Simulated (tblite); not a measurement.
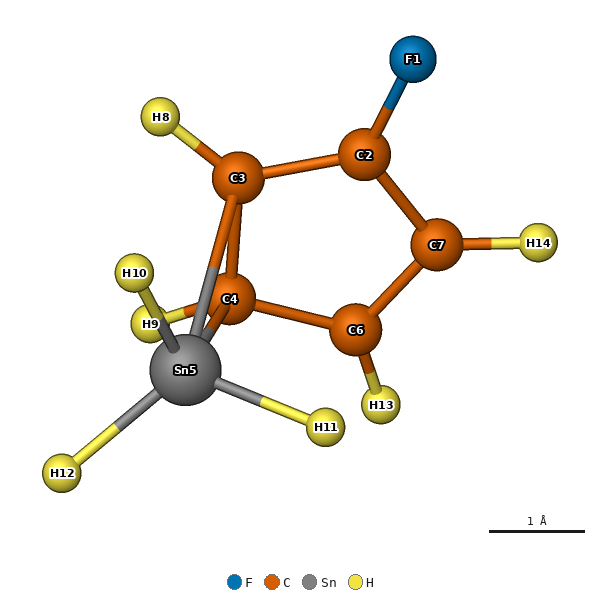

Fig. 1: The structure as given in the input (ball-and-stick view, seen at a tilt; atoms are numbered from 1 in the order of the input). Sticks mark near contacts.

Run report: C$_{5}$H$_{7}$FSn, saddle-point search

System: C$_{5}$H$_{7}$FSn.
Method: GFN2-xTB saddle search (eigenvector following) and harmonic vibrations, gas phase (tblite 0.8.0).

## Input file
```
{"job": {"xc": "GFN2-xTB", "basis": "xTB", "kind": "saddle"}, "charge": 0, "multiplicity": 1}
F      0.147754     1.399500     2.398244
C      0.434711     0.948044     1.163318
C     -0.358537     1.122631     0.065186
C      0.264348     0.334495    -1.016024
Sn    -1.487402    -1.129680    -0.405089
C      1.511484    -0.120292    -0.497487
C      1.593199     0.217411     0.828412
H     -1.183462     1.797493    -0.057504
H      0.145036     0.569785    -2.062494
H     -2.883475    -0.623409     0.437176
H     -0.738199    -2.246327     0.616689
H     -2.131104    -1.691126    -1.892339
H      2.280953    -0.593716    -1.080668
H      2.404693     0.015191     1.502580
```

The first line tells a small driver script what to run in tblite; the rest is the geometry in Å.

Machine: 1 CPU thread, shared host.

Command:
```bash
OMP_NUM_THREADS=1 python <driver script> task.json out
```

## The program's output
```
step      E/eV     max force
  0    -572.03546   0.1606
  1    -572.04131   0.1429
  2    -572.05222   0.1170
  3    -572.05686   0.0454
  4    -572.05732   0.0226
  5    -572.05741   0.0122
  6    -572.05742   0.0000
lowest wavenumbers (cm-1): -257.5 117.9 142.3 219.3 263.7 362.0
```

## Trajectory as extended XYZ (Å, eV, eV/Å), 7 frames, from step=0 to step=6
```
14
Properties=species:S:1:pos:R:3:forces:R:3 step=0 energy=-572.03546
F     0.1478    1.3995    2.3982    0.0960   0.1260  -0.0260
C     0.4347    0.9480    1.1633    0.0210   0.0320  -0.0010
C    -0.3585    1.1226    0.0652   -0.0210   0.0150   0.0470
C     0.2643    0.3345   -1.0160   -0.0420   0.0130   0.0260
Sn   -1.4874   -1.1297   -0.4051    0.0470  -0.0090  -0.0290
C     1.5115   -0.1203   -0.4975   -0.0490  -0.0240   0.0170
C     1.5932    0.2174    0.8284   -0.0170  -0.0020   0.0060
H    -1.1835    1.7975   -0.0575   -0.0280   0.0240   0.0660
H     0.1450    0.5698   -2.0625   -0.0530   0.0760   0.0430
H    -2.8835   -0.6234    0.4372    0.0900   0.0160  -0.1000
H    -0.7382   -2.2463    0.6167    0.0010  -0.0080  -0.1380
H    -2.1311   -1.6911   -1.8923    0.0830  -0.1130   0.0490
H     2.2810   -0.5937   -1.0807   -0.1090  -0.1090   0.0450
H     2.4047    0.0152    1.5026   -0.0180  -0.0370  -0.0040
14
Properties=species:S:1:pos:R:3:forces:R:3 step=1 energy=-572.04131
F     0.1430    1.3916    2.3921    0.0520   0.0540  -0.0280
C     0.4274    0.9231    1.1621    0.0550   0.0010   0.0610
C    -0.3792    1.0959    0.0591   -0.0920   0.0090  -0.1090
C     0.2898    0.3693   -1.0408    0.0140   0.0750   0.0450
Sn   -1.4966   -1.0828   -0.3596   -0.0350  -0.0240   0.0110
C     1.5039   -0.1134   -0.5182   -0.0340  -0.0230  -0.0190
C     1.5712    0.1938    0.8271   -0.0010   0.0040   0.0390
H    -1.1617    1.8236   -0.0659    0.0360  -0.0260   0.0500
H     0.1366    0.5970   -2.0830   -0.0260   0.0290   0.0360
H    -2.9468   -0.6563    0.4409    0.0600  -0.0020  -0.0660
H    -0.6720   -2.1718    0.6248   -0.0070   0.0050  -0.0750
H    -2.0527   -1.7122   -1.8544    0.0610  -0.0440   0.0480
H     2.2658   -0.6137   -1.0882   -0.0620  -0.0450   0.0250
H     2.3713   -0.0442    1.5040   -0.0210  -0.0110  -0.0200
14
Properties=species:S:1:pos:R:3:forces:R:3 step=2 energy=-572.05222
F     0.1633    1.3921    2.3956    0.0240   0.0140  -0.0230
C     0.4336    0.9124    1.1667    0.0200   0.0000   0.0470
C    -0.3891    1.0874    0.0664   -0.0650   0.0250  -0.0940
C     0.2931    0.3945   -1.0465    0.0150   0.0650   0.0250
Sn   -1.5049   -1.0623   -0.3391   -0.0700  -0.0280  -0.0340
C     1.4917   -0.1116   -0.5320   -0.0190  -0.0220  -0.0190
C     1.5645    0.1798    0.8224    0.0150  -0.0060   0.0310
H    -1.1498    1.8406   -0.0466    0.0440  -0.0360   0.0270
H     0.1177    0.6211   -2.0848   -0.0090   0.0050   0.0290
H    -2.9985   -0.6640    0.3933    0.0440  -0.0100  -0.0430
H    -0.6585   -2.1195    0.6506    0.0040  -0.0120  -0.0130
H    -1.9693   -1.7641   -1.8357    0.0450   0.0140   0.0760
H     2.2421   -0.6276   -1.1028   -0.0310  -0.0100   0.0120
H     2.3640   -0.0786    1.4924   -0.0160   0.0010  -0.0200
14
Properties=species:S:1:pos:R:3:forces:R:3 step=3 energy=-572.05686
F     0.1853    1.3868    2.4014    0.0020   0.0010   0.0010
C     0.4409    0.9040    1.1711   -0.0130   0.0050  -0.0220
C    -0.3939    1.0883    0.0746    0.0120  -0.0020   0.0330
C     0.2883    0.4167   -1.0478    0.0150  -0.0090  -0.0050
Sn   -1.5093   -1.0540   -0.3262   -0.0300   0.0030  -0.0340
C     1.4775   -0.1124   -0.5449   -0.0180   0.0070   0.0090
C     1.5608    0.1661    0.8154    0.0010  -0.0030  -0.0130
H    -1.1416    1.8541   -0.0220   -0.0010   0.0050   0.0000
H     0.0963    0.6427   -2.0824   -0.0010   0.0020   0.0060
H    -3.0391   -0.6639    0.3254    0.0230  -0.0100  -0.0160
H    -0.6602   -2.0738    0.6960   -0.0020  -0.0120   0.0080
H    -1.8845   -1.8124   -1.8138    0.0140   0.0140   0.0390
H     2.2170   -0.6347   -1.1228    0.0000  -0.0020  -0.0020
H     2.3624   -0.1074    1.4759   -0.0040   0.0010  -0.0050
14
Properties=species:S:1:pos:R:3:forces:R:3 step=4 energy=-572.05732
F     0.1903    1.3789    2.4043    0.0000  -0.0010   0.0010
C     0.4432    0.8994    1.1722    0.0050   0.0000  -0.0050
C    -0.3959    1.0846    0.0783   -0.0010   0.0040  -0.0120
C     0.2881    0.4207   -1.0488   -0.0130   0.0140   0.0010
Sn   -1.5114   -1.0504   -0.3218   -0.0220   0.0050  -0.0010
C     1.4760   -0.1103   -0.5502    0.0010   0.0000   0.0070
C     1.5620    0.1640    0.8116   -0.0010   0.0000   0.0010
H    -1.1392    1.8558   -0.0156    0.0050  -0.0070   0.0010
H     0.0902    0.6473   -2.0820    0.0010  -0.0020   0.0040
H    -3.0518   -0.6621    0.3009    0.0130  -0.0060  -0.0060
H    -0.6721   -2.0618    0.7165   -0.0020  -0.0080   0.0020
H    -1.8590   -1.8235   -1.8034    0.0050   0.0030   0.0090
H     2.2144   -0.6310   -1.1307    0.0050  -0.0020  -0.0020
H     2.3653   -0.1115    1.4688    0.0030  -0.0010   0.0010
14
Properties=species:S:1:pos:R:3:forces:R:3 step=5 energy=-572.05741
F     0.1941    1.3750    2.4060    0.0000   0.0010   0.0010
C     0.4463    0.8982    1.1726    0.0000  -0.0020   0.0020
C    -0.3959    1.0837    0.0803    0.0010  -0.0120   0.0020
C     0.2876    0.4231   -1.0485    0.0080   0.0000  -0.0060
Sn   -1.5147   -1.0484   -0.3185   -0.0040   0.0010  -0.0080
C     1.4759   -0.1087   -0.5529   -0.0050   0.0040  -0.0040
C     1.5645    0.1644    0.8094    0.0010   0.0000   0.0030
H    -1.1387    1.8549   -0.0111   -0.0040   0.0080  -0.0020
H     0.0863    0.6482   -2.0814    0.0000  -0.0010   0.0020
H    -3.0604   -0.6606    0.2870    0.0020  -0.0010  -0.0010
H    -0.6855   -2.0600    0.7272    0.0020  -0.0040   0.0040
H    -1.8428   -1.8302   -1.7993   -0.0010   0.0060   0.0080
H     2.2141   -0.6278   -1.1354    0.0000   0.0000   0.0000
H     2.3694   -0.1118    1.4645    0.0000   0.0010   0.0010
14
Properties=species:S:1:pos:R:3:forces:R:3 step=6 energy=-572.05742
F     0.1945    1.3773    2.4058    0.0000   0.0000   0.0000
C     0.4461    0.8992    1.1727    0.0000   0.0000   0.0000
C    -0.3958    1.0838    0.0806    0.0000   0.0000   0.0000
C     0.2870    0.4216   -1.0479    0.0000   0.0000   0.0000
Sn   -1.5137   -1.0498   -0.3204    0.0000   0.0000   0.0000
C     1.4761   -0.1090   -0.5518    0.0000   0.0000   0.0000
C     1.5648    0.1652    0.8099    0.0000   0.0000   0.0000
H    -1.1394    1.8545   -0.0115    0.0000   0.0000   0.0000
H     0.0867    0.6474   -2.0808    0.0000   0.0000   0.0000
H    -3.0571   -0.6602    0.2883    0.0000   0.0000   0.0000
H    -0.6854   -2.0638    0.7243    0.0000   0.0000   0.0000
H    -1.8478   -1.8279   -1.8006    0.0000   0.0000   0.0000
H     2.2142   -0.6286   -1.1339    0.0000   0.0000   0.0000
H     2.3699   -0.1096    1.4653    0.0000   0.0000   0.0000
```

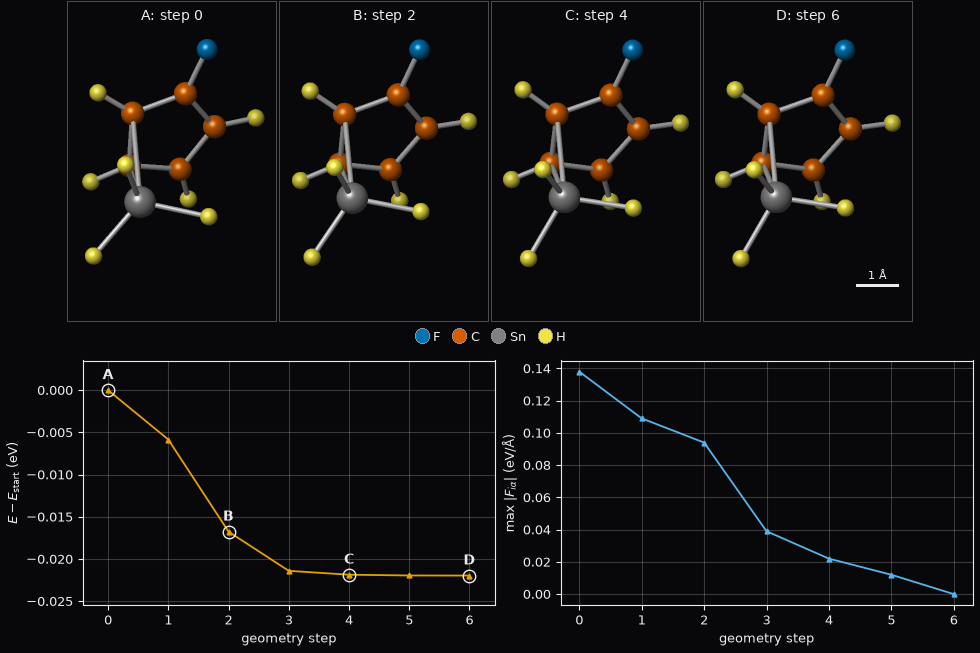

Fig. 2: Frames of the saddle-point search (ball-and-stick view, seen at a tilt) above the curves, on which the letters mark them (steps are counted from 0).

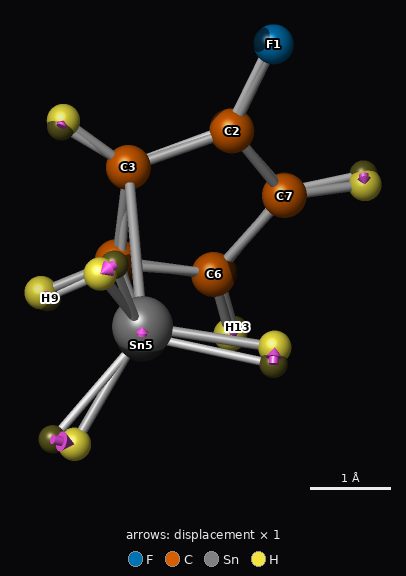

Fig. 3: Start (faint) and end (solid) with the displacements as pink arrows, at true length (ball-and-stick view, seen at a tilt). The two geometries are laid on each other by the best rigid fit. H12 moves most after the best rigid fit: 0.33 Å. Largest moves by element: H 0.33 Å, Sn 0.12 Å, C 0.10 Å, F 0.05 Å. Among the contacts that change: C3–Sn5 2.563 → 2.442 Å, C4–Sn5 2.363 → 2.437 Å, C4–C6 1.425 → 1.393 Å, C2–C3 1.366 → 1.391 Å. Among the angles that change: C3–Sn5–H10 90.5° → 99.0°, C3–C4–Sn5 80.1° → 72.6°, H11–Sn5–H12 118.3° → 111.2°. After 6 geometry steps the energy has fallen by 0.022 eV. Largest force component: 0.14 eV/Å at the start, under 0.0001 eV/Å at the end. (Atoms are counted from 1 in the order of the input.)

## Summary

```tsv
quantity	value
outcome	converged
total energy	−572.0574 eV
point group	C1
wall time	2.1 s
peak memory	0.2 GiB
```
